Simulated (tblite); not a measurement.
## C₆H₅NOSi (charge +1): geometry relaxation (part 4 of 4)

C₆H₅NOSi, charge +1, multiplicity 2; GFN2-xTB geometry optimisation, gas phase (tblite 0.8.0). It belongs to a series of runs on one base structure; here: electron removed.

Geometry of the input (Å):
```
C  -3.7784  0.4815  1.1608
C  -2.7245  -0.2885  1.2140
Si -1.7401  -0.8471  -0.2082
C  -0.0764  -1.4236  0.3139
O  0.1406  -2.6390  0.5814
C  0.9430  -0.4308  0.4271
C  1.8077  0.4222  0.4969
C  2.8475  1.4248  0.5949
N  4.0898  1.0906  0.3820
H  -4.5399  1.0748  0.6809
H  -2.4441  -1.8048  -1.0681
H  -1.4857  0.3626  -1.0253
H  2.5920  2.4586  0.8440
H  4.3679  0.1181  0.1438
```

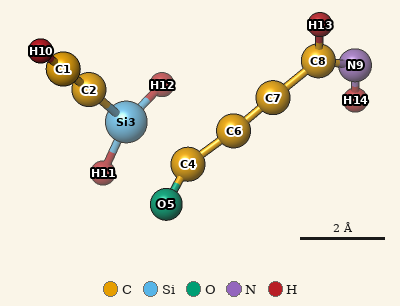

Fig. 1: The geometry at step 119 of the log (ball-and-stick view, seen at a tilt; atoms are numbered from 1 in the order of the input).

### Trajectory as extended XYZ, continued
```
14
Properties=species:S:1:pos:R:3:forces:R:3 step=105 energy=-637.86119
C    -3.4400    0.5021    1.1157   -0.0030   0.0130   0.0010
C    -2.6636    0.0458    0.3111    0.0040  -0.0090  -0.0030
Si   -1.5270   -0.7153   -0.9017   -0.0070  -0.0150   0.0050
C    -0.1725   -1.4442    0.8191   -0.0080   0.0100  -0.0010
O    -0.6448   -2.4215    1.2478    0.0020  -0.0010   0.0000
C     0.7883   -0.5100    0.8654    0.0060  -0.0100  -0.0040
C     1.6244    0.3940    0.8579    0.0160   0.0020  -0.0030
C     2.6536    1.3382    0.7094    0.0330  -0.0140  -0.0080
N     3.6760    1.1769   -0.0084   -0.0470   0.0130   0.0150
H    -4.1185    0.9114    1.8131    0.0000   0.0030  -0.0030
H    -1.8734   -2.0278   -1.4242    0.0090   0.0010   0.0060
H    -0.6529    0.1881   -1.6395   -0.0030   0.0090  -0.0050
H     2.5274    2.2852    1.2294   -0.0040  -0.0050   0.0040
H     3.8225    0.2765   -0.4573    0.0030   0.0010  -0.0030
14
Properties=species:S:1:pos:R:3:forces:R:3 step=107 energy=-637.86144
C    -3.4416    0.5048    1.1124    0.0070   0.0210   0.0000
C    -2.6622    0.0486    0.3105   -0.0080  -0.0190   0.0020
Si   -1.5279   -0.7182   -0.9006    0.0030  -0.0030  -0.0020
C    -0.1691   -1.4476    0.8231   -0.0140   0.0330  -0.0100
O    -0.6458   -2.4243    1.2474   -0.0010  -0.0250   0.0130
C     0.7903   -0.5129    0.8709    0.0140  -0.0140  -0.0130
C     1.6284    0.3895    0.8623    0.0000   0.0020   0.0080
C     2.6541    1.3367    0.7125    0.0020  -0.0030   0.0030
N     3.6705    1.1819   -0.0144   -0.0070   0.0080  -0.0050
H    -4.1185    0.9193    1.8084   -0.0010  -0.0020  -0.0050
H    -1.8695   -2.0304   -1.4265    0.0050   0.0000   0.0130
H    -0.6542    0.1869   -1.6369    0.0010   0.0090  -0.0060
H     2.5290    2.2811    1.2379   -0.0030  -0.0090   0.0050
H     3.8157    0.2842   -0.4692    0.0020   0.0030  -0.0020
14
Properties=species:S:1:pos:R:3:forces:R:3 step=109 energy=-637.86168
C    -3.4401    0.5067    1.1114    0.0100   0.0200  -0.0050
C    -2.6610    0.0484    0.3103   -0.0150  -0.0260   0.0060
Si   -1.5272   -0.7237   -0.8981    0.0110   0.0200  -0.0060
C    -0.1737   -1.4450    0.8203   -0.0090   0.0240  -0.0130
O    -0.6492   -2.4216    1.2475    0.0020  -0.0220   0.0160
C     0.7916   -0.5149    0.8725    0.0100  -0.0050  -0.0160
C     1.6325    0.3843    0.8651   -0.0160  -0.0080   0.0180
C     2.6556    1.3346    0.7151   -0.0200   0.0040   0.0050
N     3.6675    1.1865   -0.0183    0.0260  -0.0040  -0.0140
H    -4.1166    0.9242    1.8058   -0.0030  -0.0010  -0.0030
H    -1.8646   -2.0353   -1.4277    0.0010  -0.0020   0.0160
H    -0.6600    0.1880   -1.6350    0.0020  -0.0010  -0.0040
H     2.5282    2.2774    1.2428   -0.0020  -0.0100   0.0070
H     3.8164    0.2898   -0.4740    0.0020   0.0110  -0.0060
14
Properties=species:S:1:pos:R:3:forces:R:3 step=112 energy=-637.86238
C    -3.4307    0.5229    1.0994   -0.0010  -0.0050  -0.0090
C    -2.6563    0.0479    0.3038    0.0000  -0.0150   0.0000
Si   -1.5159   -0.7285   -0.8960    0.0030   0.0210   0.0110
C    -0.1756   -1.4516    0.8311    0.0080  -0.0400  -0.0070
O    -0.6554   -2.4278    1.2562    0.0190   0.0340   0.0000
C     0.8000   -0.5316    0.8821   -0.0240   0.0070  -0.0070
C     1.6367    0.3717    0.8817   -0.0150  -0.0090   0.0100
C     2.6512    1.3304    0.7255   -0.0210  -0.0060   0.0040
N     3.6398    1.2032   -0.0430    0.0130  -0.0120  -0.0040
H    -4.1102    0.9438    1.7884   -0.0050   0.0120   0.0050
H    -1.8532   -2.0401   -1.4265    0.0040   0.0050   0.0140
H    -0.6408    0.1841   -1.6224    0.0020  -0.0060  -0.0120
H     2.5363    2.2584    1.2806    0.0020   0.0010   0.0080
H     3.7735    0.3168   -0.5229    0.0160   0.0130  -0.0140
14
Properties=species:S:1:pos:R:3:forces:R:3 step=114 energy=-637.86277
C    -3.4356    0.5344    1.0905   -0.0170  -0.0080   0.0050
C    -2.6588    0.0500    0.3029    0.0080   0.0000  -0.0040
Si   -1.5152   -0.7262   -0.8929    0.0090  -0.0080   0.0140
C    -0.1661   -1.4621    0.8378    0.0120  -0.0120  -0.0170
O    -0.6492   -2.4379    1.2579   -0.0020  -0.0010   0.0090
C     0.8083   -0.5424    0.8852   -0.0270   0.0040  -0.0050
C     1.6431    0.3629    0.8887   -0.0100  -0.0030  -0.0020
C     2.6515    1.3270    0.7311   -0.0100  -0.0060   0.0020
N     3.6298    1.2148   -0.0534   -0.0040   0.0110   0.0050
H    -4.1195    0.9572    1.7743    0.0040   0.0120   0.0000
H    -1.8570   -2.0393   -1.4175    0.0080   0.0100   0.0110
H    -0.6307    0.1775   -1.6180    0.0000   0.0030  -0.0140
H     2.5415    2.2457    1.3021    0.0080   0.0080   0.0120
H     3.7571    0.3378   -0.5510    0.0210  -0.0100  -0.0170
14
Properties=species:S:1:pos:R:3:forces:R:3 step=116 energy=-637.86314
C    -3.4496    0.5422    1.0855   -0.0190  -0.0060   0.0120
C    -2.6682    0.0507    0.3071    0.0100   0.0080  -0.0020
Si   -1.5224   -0.7292   -0.8842    0.0180  -0.0120   0.0130
C    -0.1612   -1.4663    0.8299   -0.0060   0.0270  -0.0230
O    -0.6435   -2.4397    1.2558   -0.0190  -0.0520   0.0220
C     0.8169   -0.5500    0.8787   -0.0110   0.0070  -0.0070
C     1.6584    0.3482    0.8872   -0.0080   0.0060  -0.0100
C     2.6599    1.3207    0.7350   -0.0110   0.0070   0.0020
N     3.6372    1.2304   -0.0526    0.0060   0.0130   0.0020
H    -4.1369    0.9705    1.7628    0.0100   0.0060  -0.0050
H    -1.8674   -2.0439   -1.4016    0.0060   0.0020   0.0050
H    -0.6426    0.1710   -1.6198    0.0010   0.0040  -0.0080
H     2.5398    2.2325    1.3162    0.0130  -0.0020   0.0080
H     3.7791    0.3625   -0.5619    0.0110  -0.0090  -0.0080
14
Properties=species:S:1:pos:R:3:forces:R:3 step=119 energy=-637.86365
C    -3.4578    0.5351    1.0930   -0.0050  -0.0050   0.0010
C    -2.6780    0.0426    0.3136    0.0090   0.0080   0.0030
Si   -1.5303   -0.7385   -0.8763    0.0040   0.0050   0.0000
C    -0.1769   -1.4529    0.8047   -0.0170   0.0100   0.0000
O    -0.6490   -2.4216    1.2565    0.0080  -0.0200   0.0020
C     0.8149   -0.5445    0.8565    0.0070   0.0270   0.0010
C     1.6667    0.3421    0.8682   -0.0250  -0.0110  -0.0090
C     2.6703    1.3174    0.7307   -0.0080   0.0020   0.0020
N     3.6658    1.2348   -0.0323    0.0140  -0.0160   0.0010
H    -4.1425    0.9672    1.7699   -0.0010   0.0050   0.0010
H    -1.8779   -2.0525   -1.3935    0.0070  -0.0020   0.0000
H    -0.6730    0.1728   -1.6264    0.0020  -0.0120   0.0010
H     2.5292    2.2314    1.3055    0.0050  -0.0130  -0.0020
H     3.8378    0.3663   -0.5323   -0.0010   0.0210  -0.0020
14
Properties=species:S:1:pos:R:3:forces:R:3 step=121 energy=-637.86384
C    -3.4598    0.5351    1.0925   -0.0080   0.0020   0.0050
C    -2.6798    0.0417    0.3140    0.0160   0.0090  -0.0010
Si   -1.5304   -0.7388   -0.8748   -0.0120  -0.0170   0.0080
C    -0.1784   -1.4542    0.8029   -0.0090   0.0200   0.0040
O    -0.6479   -2.4218    1.2597    0.0100  -0.0150  -0.0040
C     0.8139   -0.5451    0.8511    0.0160   0.0340   0.0080
C     1.6650    0.3422    0.8626   -0.0240  -0.0220  -0.0170
C     2.6709    1.3166    0.7303    0.0180  -0.0200  -0.0150
N     3.6700    1.2368   -0.0289   -0.0290   0.0120   0.0270
H    -4.1440    0.9699    1.7684   -0.0010   0.0000   0.0000
H    -1.8812   -2.0529   -1.3907    0.0100   0.0040  -0.0020
H    -0.6713    0.1703   -1.6241    0.0070  -0.0020  -0.0080
H     2.5305    2.2269    1.3098   -0.0010   0.0040   0.0080
H     3.8418    0.3728   -0.5350    0.0060  -0.0090  -0.0140
14
Properties=species:S:1:pos:R:3:forces:R:3 step=123 energy=-637.86426
C    -3.4645    0.5425    1.0854    0.0060   0.0160   0.0020
C    -2.6784    0.0467    0.3146    0.0070   0.0020   0.0010
Si   -1.5266   -0.7440   -0.8656   -0.0120  -0.0230   0.0050
C    -0.1836   -1.4580    0.8004   -0.0010   0.0100   0.0140
O    -0.6445   -2.4274    1.2636    0.0120   0.0020  -0.0140
C     0.8145   -0.5519    0.8506   -0.0200   0.0000   0.0080
C     1.6680    0.3313    0.8620    0.0210   0.0120  -0.0200
C     2.6727    1.3091    0.7365    0.0260  -0.0080  -0.0240
N     3.6634    1.2509   -0.0347   -0.0430   0.0030   0.0220
H    -4.1488    0.9873    1.7546   -0.0060  -0.0080   0.0010
H    -1.8790   -2.0578   -1.3813    0.0040   0.0060  -0.0040
H    -0.6656    0.1610   -1.6180    0.0040  -0.0020  -0.0070
H     2.5358    2.2075    1.3360   -0.0010  -0.0060   0.0110
H     3.8360    0.4024   -0.5662    0.0020  -0.0060   0.0050
14
Properties=species:S:1:pos:R:3:forces:R:3 step=125 energy=-637.86443
C    -3.4646    0.5457    1.0827    0.0120   0.0180   0.0000
C    -2.6748    0.0502    0.3153   -0.0050  -0.0010   0.0060
Si   -1.5243   -0.7457   -0.8625   -0.0030  -0.0030  -0.0020
C    -0.1843   -1.4592    0.8033    0.0040   0.0010   0.0000
O    -0.6416   -2.4323    1.2622    0.0040   0.0000  -0.0040
C     0.8135   -0.5530    0.8554   -0.0120   0.0080   0.0050
C     1.6686    0.3288    0.8640    0.0040   0.0000  -0.0060
C     2.6725    1.3068    0.7388   -0.0070   0.0100  -0.0020
N     3.6571    1.2542   -0.0392    0.0080   0.0010  -0.0130
H    -4.1502    0.9923    1.7494   -0.0050  -0.0100   0.0000
H    -1.8760   -2.0580   -1.3807   -0.0020  -0.0050  -0.0030
H    -0.6629    0.1579   -1.6170    0.0010  -0.0050  -0.0010
H     2.5387    2.2021    1.3438   -0.0020  -0.0080   0.0140
H     3.8278    0.4097   -0.5777    0.0010  -0.0050   0.0070
14
Properties=species:S:1:pos:R:3:forces:R:3 step=128 energy=-637.86460
C    -3.4660    0.5499    1.0826    0.0030   0.0030   0.0000
C    -2.6765    0.0510    0.3171    0.0010  -0.0030  -0.0020
Si   -1.5273   -0.7487   -0.8600   -0.0010   0.0110  -0.0020
C    -0.1872   -1.4570    0.8016    0.0040   0.0000  -0.0120
O    -0.6391   -2.4319    1.2622   -0.0030  -0.0060   0.0040
C     0.8113   -0.5507    0.8529    0.0080   0.0160   0.0020
C     1.6722    0.3251    0.8568   -0.0160  -0.0100   0.0050
C     2.6756    1.3042    0.7381   -0.0170   0.0040   0.0130
N     3.6626    1.2598   -0.0367    0.0290   0.0050  -0.0160
H    -4.1556    0.9928    1.7476    0.0000   0.0010   0.0020
H    -1.8807   -2.0607   -1.3773   -0.0040  -0.0090  -0.0020
H    -0.6674    0.1530   -1.6193   -0.0020  -0.0090   0.0040
H     2.5379    2.1938    1.3508   -0.0020   0.0030   0.0070
H     3.8396    0.4189   -0.5784   -0.0010  -0.0060  -0.0030
14
Properties=species:S:1:pos:R:3:forces:R:3 step=130 energy=-637.86464
C    -3.4664    0.5499    1.0836    0.0020  -0.0010  -0.0010
C    -2.6776    0.0507    0.3176    0.0000  -0.0010  -0.0010
Si   -1.5288   -0.7486   -0.8601   -0.0020  -0.0020   0.0000
C    -0.1874   -1.4566    0.7995    0.0000   0.0030  -0.0020
O    -0.6379   -2.4316    1.2616    0.0020   0.0000  -0.0020
C     0.8099   -0.5486    0.8512    0.0010   0.0010   0.0000
C     1.6711    0.3266    0.8540   -0.0010   0.0010   0.0030
C     2.6759    1.3048    0.7369    0.0010  -0.0020   0.0030
N     3.6659    1.2589   -0.0345    0.0020   0.0030   0.0030
H    -4.1564    0.9917    1.7490    0.0020   0.0030   0.0020
H    -1.8815   -2.0614   -1.3770   -0.0040  -0.0010   0.0000
H    -0.6682    0.1524   -1.6186    0.0000  -0.0030  -0.0020
H     2.5371    2.1942    1.3496    0.0000   0.0050   0.0020
H     3.8436    0.4171   -0.5748   -0.0010  -0.0040  -0.0040
```

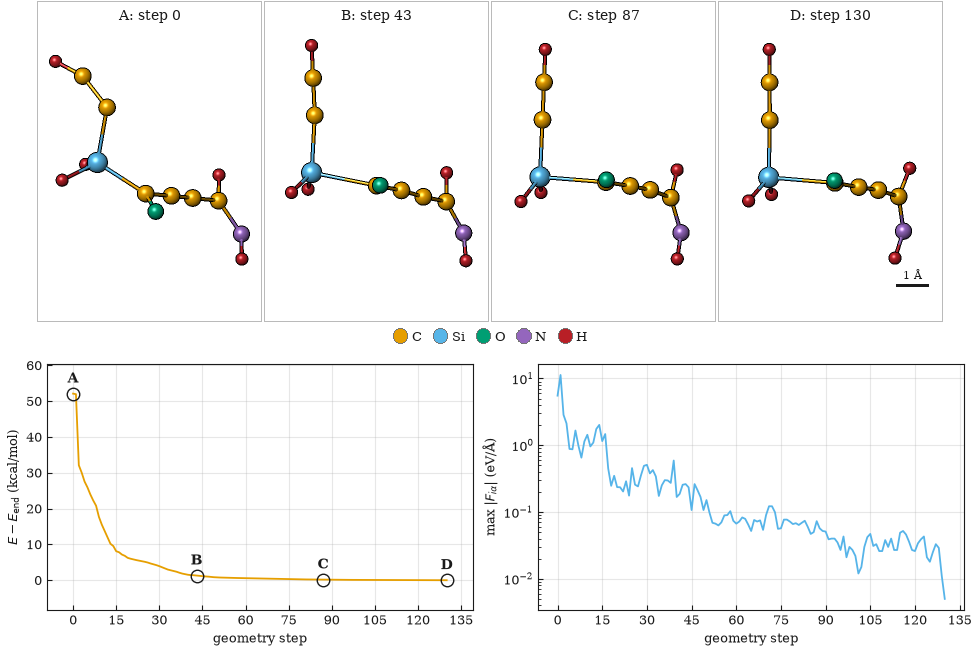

Fig. 2: Frames of the relaxation (ball-and-stick view, seen at a tilt) above the curves, on which the letters mark them (steps are counted from 0).

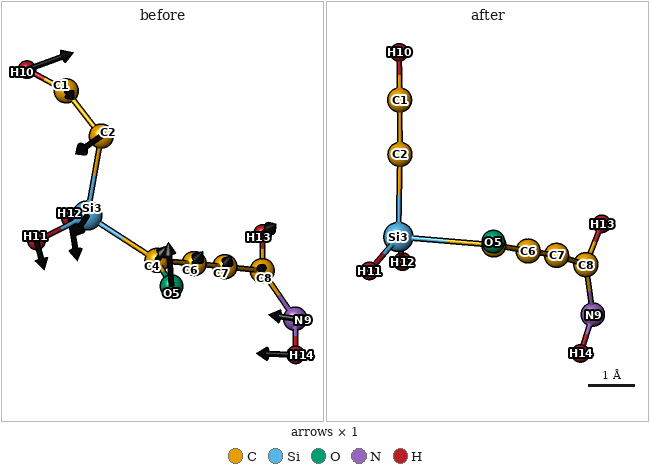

Fig. 3: Before (left) and after (right) the relaxation, at one scale (ball-and-stick view, seen at a tilt). The black arrows give the displacements, at true length. The largest move after the best rigid fit is that of H10, 1.16 Å. Largest moves by element: H 1.16 Å, O 1.04 Å, C 0.94 Å, Si 0.69 Å, N 0.63 Å. Among the contacts that change: Si3–C4 1.837 → 2.248 Å, C1–C2 1.306 → 1.208 Å, C4–O5 1.263 → 1.169 Å, C4–C6 1.427 → 1.350 Å. Among the angles that change: C1–C2–Si3 125.9° → 177.9°, O5–C4–C6 122.0° → 146.2°, C2–C1–H10 155.8° → 179.6°. After 130 geometry steps the energy has fallen by 52.1 kcal/mol. Largest force component: 5.5 eV/Å at the start, 0.005 eV/Å at the end. (Atoms are counted from 1 in the order of the input.)

### Key numbers

| quantity | value |
| --- | --- |
| outcome | converged |
| total energy | −637.8646 eV |
| hardware | 1 CPU thread, shared host |
| wall time | 1.1 s |
| peak memory | 0.17 GiB |
